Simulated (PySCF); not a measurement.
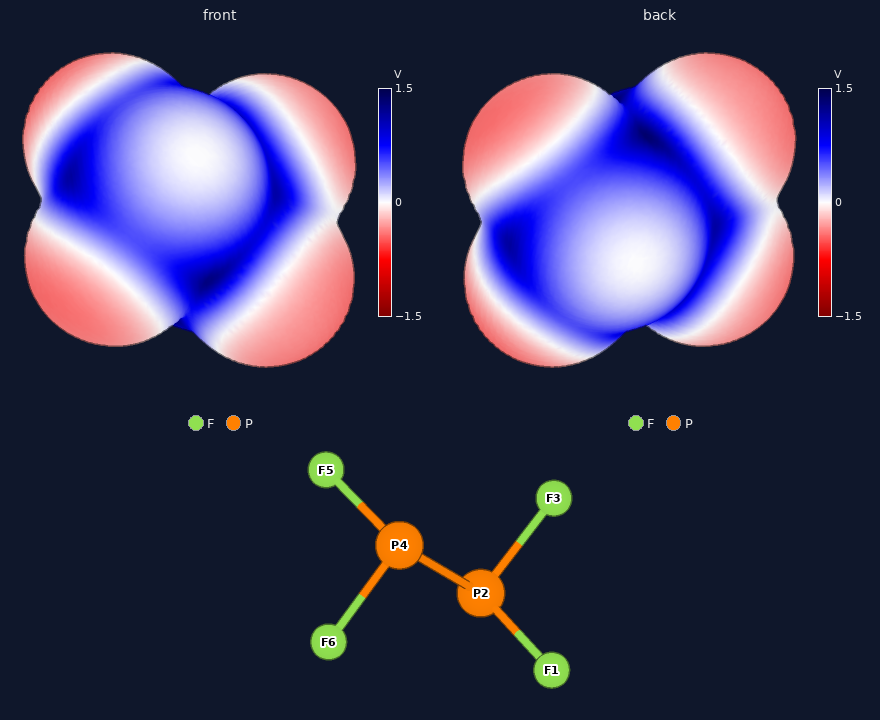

*F₄P₂ (SMILES FP(F)P(F)F). The electrostatic potential painted on the density surface at 0.001 e/bohr³, seen from the front and from behind; red is negative and blue positive. The bare structure is drawn below in the same view.*

Geometry: PBE0-D3(BJ)/def2-SVP.

All numbers below come from PBE0/pcSseg-1, SCF density, gas phase, non-relativistic in PySCF 2.14.0.

```json
{"atom": "F", "x (Å)": "-1.2392", "y (Å)": "-0.9777", "z (Å)": "-1.2851"}
{"atom": "P", "x (Å)": "-0.4832", "y (Å)": "-1.0245", "z (Å)": "0.1423"}
{"atom": "F", "x (Å)": "-1.6778", "y (Å)": "-0.4622", "z (Å)": "1.0728"}
{"atom": "P", "x (Å)": "0.4869", "y (Å)": "1.0139", "z (Å)": "-0.1409"}
{"atom": "F", "x (Å)": "1.2808", "y (Å)": "0.9761", "z (Å)": "1.2645"}
{"atom": "F", "x (Å)": "1.6558", "y (Å)": "0.4444", "z (Å)": "-1.0992"}
```

**Describe the electrostatic potential map.**

The most negative region (about −0.4 V) lies over F1, F3, F5 and F6, the most positive (about +1.3 V) over P2 and P4.

**How polar is the molecule by this calculation?**

Its dipole moment is 0.05 D.
